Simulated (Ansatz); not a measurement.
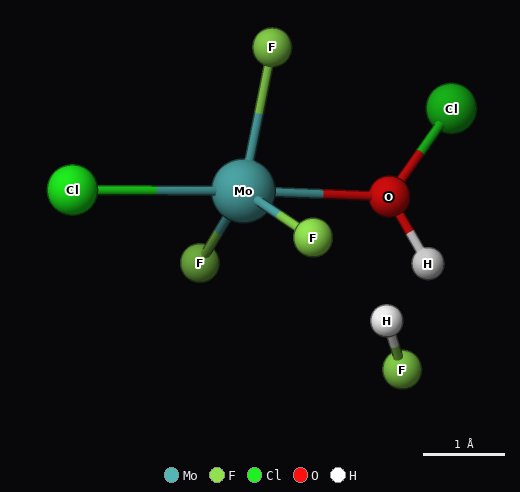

This is the input geometry for a relaxation of MoH₂OCl₂F₄. A ball-and-stick model, seen at a tilt.

The run prepares an end point of a later path (reaction) calculation, from a guessed geometry.

Level of theory: RHF/def2-SVP in Ansatz 0.2.0.

Input file:
```yaml
crystal:
  periodic: [false, false, false]
  atoms:
    - { symbol: Mo, position_ang: [0.008152, 0.257521, -0.201484] }
    - { symbol: F, position_ang: [0.746823, -0.880077, 2.46471] }
    - { symbol: F, position_ang: [1.669126, 0.475861, 0.691952] }
    - { symbol: Cl, position_ang: [-0.218723, 2.547039, -0.679856] }
    - { symbol: F, position_ang: [-1.671225, 0.093637, 0.427132] }
    - { symbol: Cl, position_ang: [0.021895, -3.005017, -0.665099] }
    - { symbol: F, position_ang: [0.694829, -0.258155, -1.827488] }
    - { symbol: O, position_ang: [0.282105, -1.631137, 0.273847] }
    - { symbol: H, position_ang: [0.359837, -1.883789, 1.202115] }
    - { symbol: H, position_ang: [1.333681, -0.474783, 1.877071] }
basis:
  gaussian: { orbitals: def2-SVP }
hamiltonian:
  xc: hf
relax:
  f_tol: 0.03
  max_steps: 50
```

Launched with:
```bash
ansatz run input.yaml --threads 4 --pin off --max-ram 5120MiB --backend cpu --events-out ev --progress --plain --runs-dir out
```

What does the optimiser find from here?

Answer. The largest move after the best rigid fit is that of F2, 0.97 Å. By element the largest moves are F 0.97 Å, Cl 0.53 Å, H 0.41 Å, Mo 0.29 Å, O 0.18 Å. Among the contacts that change: Mo1–F2 2.991 → 3.768 Å, Mo1–H10 2.572 → 3.243 Å, Mo1–O8 1.967 → 2.226 Å, Mo1–F7 1.839 → 1.806 Å. Bond angles that change, for instance: F3–Mo1–F5 131.5° → 107.8°, F5–Mo1–F7 129.2° → 141.5°, F3–Mo1–F7 97.0° → 106.7°. After 12 accepted moves (14 points after the start) the energy has fallen by 80.8 kJ/mol. Largest force component: 3.6 eV/Å at the start, 0.012 eV/Å at the end. The line search rejected the trial steps at points 11, 13 of the run.

Step by step:

| step | E − E(0), kJ/mol | largest force component, eV/Å | note |
| --- | --- | --- | --- |
| 0 | 0.00 | 3.6149 |  |
| 1 | -46.23 | 1.7024 |  |
| 2 | -53.64 | 1.1432 |  |
| 3 | -66.21 | 1.2268 |  |
| 4 | -71.50 | 0.7020 |  |
| 5 | -75.40 | 0.2913 |  |
| 6 | -78.68 | 0.1698 |  |
| 7 | -79.41 | 0.8125 |  |
| 8 | -79.85 | 0.1753 |  |
| 9 | -80.54 | 0.1329 |  |
| 10 | -80.57 | 0.1169 |  |
| 11 | -80.53 | 0.2691 | rejected |
| 12 | -80.73 | 0.0407 |  |
| 13 | -80.70 | 0.0699 | rejected |
| 14 | -80.76 | 0.0116 |  |

Final geometry:

```xyz
10

Mo   -0.0926    0.4030   -0.4263
F     1.5598   -1.4001    2.4404
F     0.9705    0.6818    1.1373
Cl   -0.2711    2.6272   -1.0736
F    -1.8116    0.2287    0.0974
Cl   -0.4418   -3.1118   -0.4227
F     1.0403   -0.0849   -1.7457
O     0.1197   -1.7034    0.2612
H     0.6181   -1.8938    1.0678
H     1.5353   -0.5054    2.2271
```

The end point in the same view:

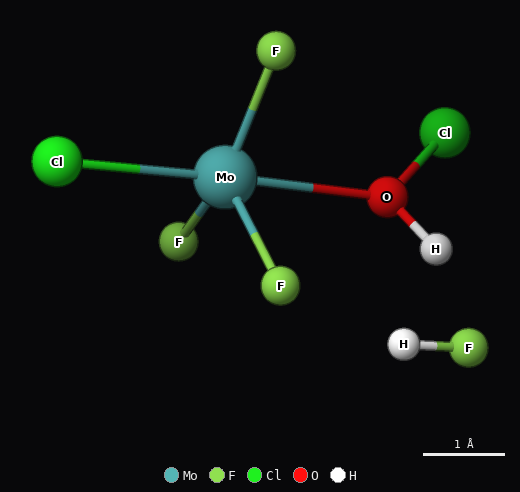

Limits of the set-up: Hartree-Fock leaves out electron correlation.
